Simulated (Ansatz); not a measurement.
# BSiH3 (singlet): from Hartree-Fock to the top rungs at distance Si1–B2 = 2.129 Å, cc-pVTZ

How much of the correlation energy of BSiH3 (singlet) does each wave-function method recover here?

Computed with Ansatz 0.2.0, Gaussian basis. Level: cc-pVTZ, core rule «outside noble gas», up to 6 orbitals frozen.

The runs, in order: UHF; CCSD(T) on RHF; CCSD(T) on UHF; BCCD(T) on RHF; CCSDT(Q) on RHF; CCSDT(Q) on UHF; CASSCF and NEVPT2, 2 electrons in 2 orbitals; CASSCF and NEVPT2, 10 electrons in 11 orbitals.

## 1. The system

The geometry derives from a PBE0/def2-TZVP stationary point (not a proven minimum). One bond is set to the value named and the two fragments are kept rigid.

5 atoms, charge 0, spin multiplicity 1.

Atoms are counted from 1 here; the program's logs count them from 0.

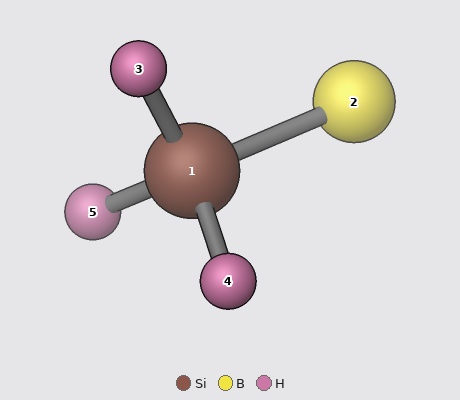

The geometry (silicon brown, boron yellow, hydrogen pink); atoms are numbered from 1 in the order of the file.

In the tables R marks a restricted determinant and U an unrestricted one; 'pair' is the active space of 2 electrons in 2 orbitals; 'valence' is the active space of 10 electrons in 11 orbitals; energies count from the table's Hartree-Fock row.

## 2. UHF

Contents of in.yaml:

```yaml
crystal:
  periodic: [false, false, false]
  atoms:
    - {symbol: Si, position_ang: [-0.512185, -0.004428, 0.000432]}
    - {symbol: B, position_ang: [1.616305, 0.013972, -0.001364]}
    - {symbol: H, position_ang: [-1.033635, 1.392915, 0.002926]}
    - {symbol: H, position_ang: [-1.014422, -0.711482, 1.213822]}
    - {symbol: H, position_ang: [-1.016501, -0.707925, -1.214162]}
basis:
  gaussian: {orbitals: cc-pVTZ}
magnetization: {spin_polarized: true, initial_magnetization: 0}
hamiltonian: {xc: hf}
output: {orbitals: {seedname: orbitals}}
```

Command:

```sh
ansatz run in.yaml --threads 1 --pin off --events-out ev --progress --plain --max-ram 2560MiB --backend cpu
```

The program printed:

```text
Functional definition: HF
  name "HF"
  cite "Fock, Z. Phys. 61, 126 (1930) doi:10.1007/BF01340294"
  parent pbe
  exchange = exact_x
  correlation = 0
788 factors; their error is unknown
mean field evaluation 1: about -8576.2706 eV, gradient 8.7e0 eV
mean field evaluation 2: about -8577.3623 eV, gradient 3.4e0 eV
mean field evaluation 4: about -8577.5780 eV, gradient 2.6e-1 eV
mean field evaluation 8: about -8577.7778 eV, gradient 1.5e-4 eV
mean field evaluation 16: about -8577.8989 eV, gradient 8.9e-1 eV
mean field evaluation 32: about -8578.0199 eV, gradient 1.5e0 eV
mean field evaluation 64: about -8578.1007 eV, gradient 3.6e-2 eV
mean field evaluation 96: about -8578.1005 eV, gradient 8.5e-2 eV
mean field evaluation 128: about -8578.1007 eV, gradient 3.7e-4 eV
mean field evaluation 160: about -8577.0960 eV, gradient 4.9e0 eV
mean field evaluation 192: about -8577.9829 eV, gradient 1.2e0 eV
mean field -8578.10072296 eV, -315.2393871232 hartree, gradient 1.6e-7 eV, S^2 0.656137; 5 other end points of the search recorded, 0 dependent functions left out
reference -8578.10072296 eV, -315.2393871232 hartree; 11, 11 occupied and 95, 95 virtual orbitals, 788 factors
Total energy: -8578.10072296 eV, -315.2393871232 hartree
```

Wall time 12 s (1 thread of AMD EPYC 7R13, shared host).

From the report: ⟨S²⟩ of the determinant 0.656 (pure singlet: 0.00). The determinant of HF (⟨S²⟩ 0.66) is far from a pure spin state, so its energy mixes those of several spin states; that is harmless only where they are near-degenerate.

The unrestricted solution breaks the spin symmetry, so the restricted determinant is unstable here.

## 3. CCSD(T) on RHF

in.yaml: that of step 2 with these lines changed.

```diff
@@ -10,4 +10,3 @@
   gaussian: {orbitals: cc-pVTZ}
-magnetization: {spin_polarized: true, initial_magnetization: 0}
-hamiltonian: {xc: hf}
-output: {orbitals: {seedname: orbitals}}
+magnetization: {spin_polarized: false}
+correlation: {method: ccsd_t, electrons: outside_noble_gas}
```

Launched as before.

The program printed, cut to the lines that bear on the results:

```text
Functional definition: HF
  name "HF"
  cite "Fock, Z. Phys. 61, 126 (1930) doi:10.1007/BF01340294"
  parent pbe
[...]
611 factors; integrals over basis functions are off by at most 6.6e-4 eV
[...]
mean field -8577.77804095 eV, -315.2275287780 hartree, gradient 4.4e-6 eV, S^2 0.000000; 0 other end points of the search recorded, 0 dependent functions left out; unrestricted orbitals would lower it
6 core orbitals not correlated: weight in the atoms' cores, before any rotation towards them, 1.000 or more for the frozen orbitals, at most 0.000 for the correlated occupied ones
reference -8577.77804095 eV, -315.2275287780 hartree; 5, 5 occupied and 95, 95 virtual orbitals, 611 factors
second order -5.25617032 eV of doubles, -0.00000000 eV of singles
cycle   1  -6.09124538 eV  change   -8.4e-1 eV  update   8.4e-2
[...]
cycle  11  -6.53773851 eV  change   -6.5e-6 eV  update   6.8e-6
perturbative correction -0.21261473 eV, -0.0078134473 hartree
Total energy: -8584.52839419 eV, -315.4755996841 hartree
```

Wall time 2.2 s (1 thread of AMD EPYC 7R13, shared host); peak memory 0.32 GiB.

From the report: correlation -6.7504 eV; T1 0.017; largest double amplitude 0.09.

## 4. CCSD(T) on UHF

in.yaml: that of step 3 with these lines changed.

```diff
@@ -10,3 +10,3 @@
   gaussian: {orbitals: cc-pVTZ}
-magnetization: {spin_polarized: false}
+magnetization: {spin_polarized: true, initial_magnetization: 0}
 correlation: {method: ccsd_t, electrons: outside_noble_gas}
```

Command:

```sh
ansatz run in.yaml --threads 2 --pin off --events-out ev --progress --plain --max-ram 15360MiB --backend cuda --devices 0, --max-vram 18GiB
```

The program printed, cut to the lines that bear on the results:

```text
Functional definition: HF
  name "HF"
  cite "Fock, Z. Phys. 61, 126 (1930) doi:10.1007/BF01340294"
  parent pbe
[...]
611 factors; integrals over basis functions are off by at most 6.6e-4 eV
[...]
mean field -8578.10100269 eV, -315.2393974033 hartree, gradient 2.1e-10 eV, S^2 0.656137; 12 other end points of the search recorded, 0 dependent functions left out
determinant -8578.10100269 eV, -315.2393974033 hartree, with singles and doubles -8584.33132753 eV, -315.4683576180 hartree
determinant -8577.23191710 eV, -315.2074590966 hartree, with singles and doubles -8583.35795597 eV, -315.4325868729 hartree
determinant -8577.23185374 eV, -315.2074567684 hartree, with singles and doubles -8583.35588867 eV, -315.4325109011 hartree
determinant -8574.86917055 eV, -315.1206297627 hartree, with singles and doubles -8581.20161752 eV, -315.3533428964 hartree
determinant -8577.77804095 eV, -315.2275287780 hartree, with singles and doubles -8584.49233020 eV, -315.4742743569 hartree
6 core orbitals not correlated: weight in the atoms' cores, before any rotation towards them, 1.000 or more for the frozen orbitals, at most 0.000 for the correlated occupied ones
reference -8578.10100269 eV, -315.2393974033 hartree; 5, 5 occupied and 95, 95 virtual orbitals, 611 factors
second order -4.81797897 eV of doubles, -0.00000000 eV of singles
cycle   1  -6.06837102 eV  change   -4.4e-1 eV  update   3.0e-2
[...]
cycle  16  -6.20003125 eV  change   -1.8e-6 eV  update   7.9e-6
perturbative correction -0.21933781 eV, -0.0080605157 hartree
Total energy: -8584.52037175 eV, -315.4753048649 hartree
```

Wall time 4.6 s (1 × H100 (card shared with other runs) with 2 threads of AMD EPYC 7R13, shared host); peak host memory 0.81 GiB.

From the report: ⟨S²⟩ of the determinant 0.656 (pure singlet: 0.00); correlation -6.4194 eV; T1 0.113; largest double amplitude 0.11. The determinant of CCSD(T) (⟨S²⟩ 0.66) is far from a pure spin state, so its energy mixes those of several spin states; high orders of coupled cluster remove much of that, low ones don't.

## 5. BCCD(T) on RHF

in.yaml: that of step 4 with these lines changed.

```diff
@@ -10,3 +10,3 @@
   gaussian: {orbitals: cc-pVTZ}
-magnetization: {spin_polarized: true, initial_magnetization: 0}
-correlation: {method: ccsd_t, electrons: outside_noble_gas}
+magnetization: {spin_polarized: false}
+correlation: {method: bccd_t, electrons: outside_noble_gas}
```

Command:

```sh
ansatz run in.yaml --threads 1 --pin off --events-out ev --progress --plain --max-ram 2560MiB --backend cpu
```

The program printed, cut to the lines that bear on the results:

```text
Functional definition: HF
  name "HF"
  cite "Fock, Z. Phys. 61, 126 (1930) doi:10.1007/BF01340294"
  parent pbe
[...]
611 factors; integrals over basis functions are off by at most 6.6e-4 eV
[...]
mean field -8577.77804095 eV, -315.2275287780 hartree, gradient 4.4e-6 eV, S^2 0.000000; 0 other end points of the search recorded, 0 dependent functions left out; unrestricted orbitals would lower it
6 core orbitals not correlated: weight in the atoms' cores, before any rotation towards them, 1.000 or more for the frozen orbitals, at most 0.000 for the correlated occupied ones
reference -8577.77804095 eV, -315.2275287780 hartree; 5, 5 occupied and 95, 95 virtual orbitals, 611 factors
second order -5.25617032 eV of doubles, -0.00000000 eV of singles
cycle   1  -6.10378249 eV  change   -8.5e-1 eV  update   8.4e-2
[...]
cycle  11  -6.53073321 eV  change   -1.0e-5 eV  update   7.4e-6
perturbative correction -0.22104944 eV, -0.0081234171 hartree
Total energy: -8584.52982360 eV, -315.4756522140 hartree
```

Run time: 2.9 s. Hardware: 1 thread of AMD EPYC 7R13, shared host; peak memory 0.4 GiB.

From the report: correlation -6.7518 eV; largest double amplitude 0.09.

## 6. CCSDT(Q) on RHF

in.yaml: that of step 5 with these lines changed.

```diff
@@ -11,2 +11,2 @@
 magnetization: {spin_polarized: false}
-correlation: {method: bccd_t, electrons: outside_noble_gas}
+correlation: {method: ccsdt_q, electrons: outside_noble_gas}
```

Command:

```sh
ansatz run in.yaml --threads 2 --pin off --events-out ev --progress --plain --max-ram 15360MiB --backend cuda --devices 0, --max-vram 18GiB
```

The program printed, cut to the lines that bear on the results:

```text
Functional definition: HF
  name "HF"
  cite "Fock, Z. Phys. 61, 126 (1930) doi:10.1007/BF01340294"
  parent pbe
[...]
1330 factors; integrals over basis functions are off by at most 2.1e-7 eV
[...]
mean field -8577.77804453 eV, -315.2275289096 hartree, gradient 4.5e-6 eV, S^2 0.000000; 0 other end points of the search recorded, 0 dependent functions left out; unrestricted orbitals would lower it
6 core orbitals not correlated: weight in the atoms' cores, before any rotation towards them, 1.000 or more for the frozen orbitals, at most 0.000 for the correlated occupied ones
reference -8577.77804453 eV, -315.2275289096 hartree; 5, 5 occupied and 95, 95 virtual orbitals, 1330 factors
second order -5.25620137 eV of doubles, -0.00000000 eV of singles
cycle   1  -6.09122453 eV  change   -8.4e-1 eV  update   9.2e-2
[...]
cycle  18  -6.78752894 eV  change    6.1e-7 eV  update   2.5e-7
perturbative correction -0.01095833 eV, -0.0004027111 hartree
Total energy: -8584.57653179 eV, -315.4773687084 hartree
```

It took 3.2 s on 1 × H100 (card shared with other runs) with 2 threads of AMD EPYC 7R13, shared host; peak host memory 0.8 GiB.

From the report: correlation -6.7985 eV; T1 0.019; largest double amplitude 0.10.

## 7. CCSDT(Q) on UHF

in.yaml: that of step 6 with these lines changed.

```diff
@@ -10,3 +10,3 @@
   gaussian: {orbitals: cc-pVTZ}
-magnetization: {spin_polarized: false}
+magnetization: {spin_polarized: true, initial_magnetization: 0}
 correlation: {method: ccsdt_q, electrons: outside_noble_gas}
```

Launched as before.

The program printed, cut to the lines that bear on the results:

```text
Functional definition: HF
  name "HF"
  cite "Fock, Z. Phys. 61, 126 (1930) doi:10.1007/BF01340294"
  parent pbe
[...]
1330 factors; integrals over basis functions are off by at most 2.1e-7 eV
[...]
mean field -8578.10100822 eV, -315.2393976064 hartree, gradient 1.5e-10 eV, S^2 0.656138; 12 other end points of the search recorded, 0 dependent functions left out
determinant -8578.10100822 eV, -315.2393976064 hartree, with singles and doubles -8584.33135083 eV, -315.4683584743 hartree
determinant -8577.23192472 eV, -315.2074593767 hartree, with singles and doubles -8583.35798087 eV, -315.4325877879 hartree
determinant -8577.23186136 eV, -315.2074570484 hartree, with singles and doubles -8583.35591366 eV, -315.4325118194 hartree
determinant -8574.86918041 eV, -315.1206301250 hartree, with singles and doubles -8581.20164351 eV, -315.3533438515 hartree
determinant -8577.77804453 eV, -315.2275289096 hartree, with singles and doubles -8584.49235675 eV, -315.4742753326 hartree
6 core orbitals not correlated: weight in the atoms' cores, before any rotation towards them, 1.000 or more for the frozen orbitals, at most 0.000 for the correlated occupied ones
reference -8578.10100822 eV, -315.2393976064 hartree; 5, 5 occupied and 95, 95 virtual orbitals, 1330 factors
second order -4.81800333 eV of doubles, -0.00000000 eV of singles
cycle   1  -5.59378191 eV  change   -7.8e-1 eV  update   8.7e-2
[...]
cycle  28  -6.46212636 eV  change   -3.1e-7 eV  update   2.3e-7
perturbative correction -0.01316555 eV, -0.0004838250 hartree
Total energy: -8584.57630013 eV, -315.4773601950 hartree
```

Run time: 14 s. Hardware: 1 × H100 (card shared with other runs) with 2 threads of AMD EPYC 7R13, shared host; peak host memory 0.95 GiB.

From the report: ⟨S²⟩ of the determinant 0.656 (pure singlet: 0.00); correlation -6.4753 eV; T1 0.129; largest double amplitude 0.13. The determinant of CCSDT(Q) (⟨S²⟩ 0.66) is far from a pure spin state, so its energy mixes those of several spin states; high orders of coupled cluster remove much of that, low ones don't.

## 8. CASSCF and NEVPT2, 2 electrons in 2 orbitals

in.yaml: that of step 7 with these lines changed.

```diff
@@ -10,3 +10,2 @@
   gaussian: {orbitals: cc-pVTZ}
-magnetization: {spin_polarized: true, initial_magnetization: 0}
-correlation: {method: ccsdt_q, electrons: outside_noble_gas}
+correlation: {method: sc_nevpt2, electrons: outside_noble_gas, active_space: {window: {electrons: 2, orbitals: 2}}}
```

Same command.

The program printed:

```text
Functional definition: HF
  name "HF"
  cite "Fock, Z. Phys. 61, 126 (1930) doi:10.1007/BF01340294"
  parent pbe
  exchange = exact_x
  correlation = 0
611 factors; integrals over basis functions are off by at most 6.6e-4 eV
mean field evaluation 1: about -8576.4647 eV, gradient 1.2e1 eV
mean field evaluation 2: about -8576.4685 eV, gradient 1.2e1 eV
mean field evaluation 4: about -8577.7506 eV, gradient 1.6e0 eV
mean field evaluation 8: about -8577.7780 eV, gradient 9.0e-2 eV
mean field -8577.77804095 eV, -315.2275287780 hartree, gradient 4.4e-6 eV, S^2 0.000000; 0 other end points of the search recorded, 0 dependent functions left out; unrestricted orbitals would lower it
reference -8577.77804095 eV, -315.2275287780 hartree; 11, 11 occupied and 95, 95 virtual orbitals, 611 factors
state -8578.39100501 eV, -315.2500547918 hartree
state -8578.39100501 eV, -315.2500547918 hartree; corrected -8583.08113859 eV, -315.4224140219 hartree
Total energy: -8583.08113859 eV, -315.4224140219 hartree
```

Wall time 1.3 s (1 × H100 (card shared with other runs) with 2 threads of AMD EPYC 7R13, shared host); peak host memory 0.78 GiB.

From the report: 4 determinants; active occupations 1.90, 0.10.

## 9. CASSCF and NEVPT2, 10 electrons in 11 orbitals

in.yaml: that of step 8 with these lines changed.

```diff
@@ -10,2 +10,2 @@
   gaussian: {orbitals: cc-pVTZ}
-correlation: {method: sc_nevpt2, electrons: outside_noble_gas, active_space: {window: {electrons: 2, orbitals: 2}}}
+correlation: {method: sc_nevpt2, electrons: outside_noble_gas, active_space: {window: {electrons: 10, orbitals: 11}, shells: [{species: B, l: s, shell: 2}, {species: B, l: p, shell: 2}, {species: H, l: s, shell: 1}, {species: Si, l: s, shell: 3}, {species: Si, l: p, shell: 3}]}}
```

Same command.

The program printed:

```text
Functional definition: HF
  name "HF"
  cite "Fock, Z. Phys. 61, 126 (1930) doi:10.1007/BF01340294"
  parent pbe
  exchange = exact_x
  correlation = 0
1330 factors; integrals over basis functions are off by at most 2.1e-7 eV
mean field evaluation 1: about -8576.4651 eV, gradient 1.2e1 eV
mean field evaluation 2: about -8576.4683 eV, gradient 1.2e1 eV
mean field evaluation 4: about -8577.7506 eV, gradient 1.6e0 eV
mean field evaluation 8: about -8577.7780 eV, gradient 9.0e-2 eV
mean field -8577.77804453 eV, -315.2275289096 hartree, gradient 4.5e-6 eV, S^2 0.000000; 0 other end points of the search recorded, 0 dependent functions left out; unrestricted orbitals would lower it
reference -8577.77804453 eV, -315.2275289096 hartree; 11, 11 occupied and 95, 95 virtual orbitals, 1330 factors
state -8580.44480929 eV, -315.3255307069 hartree
state -8580.44480929 eV, -315.3255307069 hartree; corrected -8583.32487117 eV, -315.4313710290 hartree
Total energy: -8583.32487117 eV, -315.4313710290 hartree
Checks for a lower state left out: starts, orbital_swaps
```

It took 3.2 s on 1 × H100 (card shared with other runs) with 2 threads of AMD EPYC 7R13, shared host; peak host memory 0.83 GiB.

From the report: 106,820 determinants; active occupations 1.99, 1.98, 1.98, 1.97, 1.84, 0.08, 0.08, 0.03, 0.02, 0.02, 0.02.

## 10. Natural occupations

Natural occupations of the CASSCF valence state about the gap (report; correlated orbitals 1 to 10): 1.986, 1.976, 1.976, 1.973, 1.841, 0.081, 0.081, 0.029, 0.020, 0.019. The count of effectively unpaired electrons, Σ n²(2 − n)², is 0.15; a single determinant of this spin has 0.

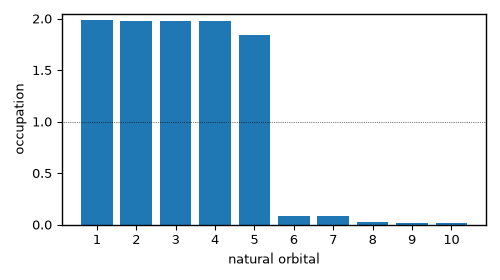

Natural occupations of the CASSCF valence state.

## 11. The ladder

The yardstick is RCCSDT(Q), where the cluster series has nearly closed. Rows without a time are mean-field rows or come out of runs for another level: lower rungs of the coupled-cluster runs, CASSCF and MRCISD of the multireference runs, or the Hartree-Fock search.

| method | energy from the lowest RHF (meV) | from RCCSDT(Q) (meV) | time |
| --- | --- | --- | --- |
| RHF | 0.0 | +6798.5 |  |
| UHF | -323.0 | +6475.5 |  |
| RMP2 | -5256.2 | +1542.3 |  |
| UMP2 | -5140.9 | +1657.6 |  |
| RCCSD | -6537.7 | +260.8 |  |
| UCCSD | -6523.0 | +275.5 |  |
| RCCSD(T) | -6750.4 | +48.1 | 2.2 s |
| UCCSD(T) | -6742.3 | +56.2 | 4.6 s (GPU) |
| BCCD(T) | -6751.8 | +46.7 | 2.9 s |
| RCCSDT | -6787.5 | +11.0 |  |
| UCCSDT | -6785.1 | +13.4 |  |
| RCCSDT(Q) | -6798.5 | 0 | 3.2 s (GPU) |
| UCCSDT(Q) | -6798.3 | +0.2 | 14 s (GPU) |
| CASSCF pair | -613.0 | +6185.5 |  |
| NEVPT2 pair | -5303.1 | +1495.4 | 1.3 s (GPU) |
| CASSCF valence | -2666.8 | +4131.7 |  |
| NEVPT2 valence | -5546.8 | +1251.7 | 3.2 s (GPU) |

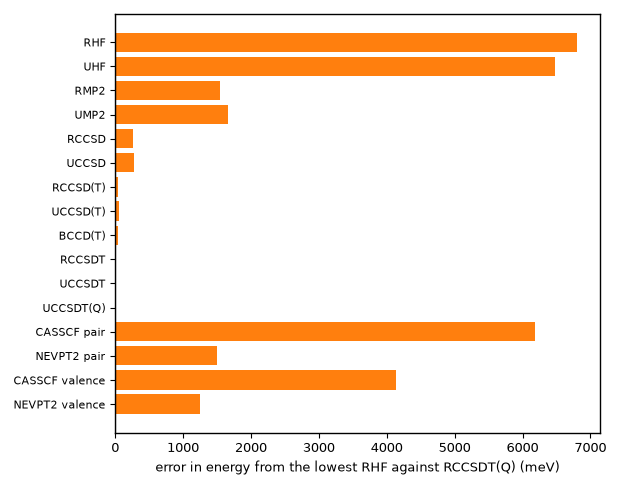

Deviations from RCCSDT(Q), method by method.

Some runs used a GPU and others CPU threads alone; cost is compared among the GPU runs only.

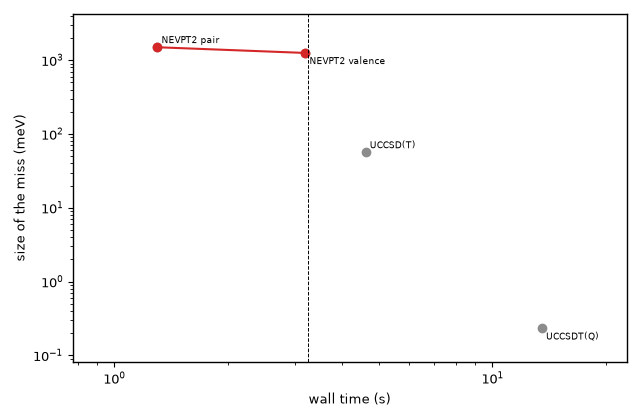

Miss against cost. Red marks the levels that no quicker level drawn beats (of those quicker than the yardstick), and the dashed line is the time of RCCSDT(Q). Times are from a shared host.

## 12. Summary of results

| quantity | value |
| --- | --- |
| RCCSDT(Q) from the RHF energy | -6.7985 eV |
| RMP2 from RCCSDT(Q) | +1542.3 meV |
| UMP2 from RCCSDT(Q) | +1657.6 meV |
| RCCSD from RCCSDT(Q) | +260.8 meV |
| RCCSD(T) from RCCSDT(Q) | +48.1 meV |
| UCCSD(T) from RCCSDT(Q) | +56.2 meV |
| UCCSDT(Q) from RCCSDT(Q) | +0.2 meV |
| NEVPT2 pair from RCCSDT(Q) | +1495.4 meV |
| NEVPT2 valence from RCCSDT(Q) | +1251.7 meV |
| levels within 1 kcal/mol (43 meV) | RCCSDT, UCCSDT, UCCSDT(Q) |
| T1 diagnostic | 0.017 |
| effectively unpaired electrons | 0.15 |

In words: RCCSD(T) lands +48.1 meV from the yardstick (0.7 % of the correlation energy). One determinant dominates. Of the multireference levels listed NEVPT2 valence comes nearest in total energy (+1251.7 meV), which doesn't show that its space is the better one. These misses are within one basis, not against nature.

NEVPT2 valence reaches 1251.7 meV from the reference in 3.2 s, where RCCSDT(Q) took 3.2 s; the quickest level in the cost chart, NEVPT2 pair, takes 1.3 s and misses by 1495.4 meV.
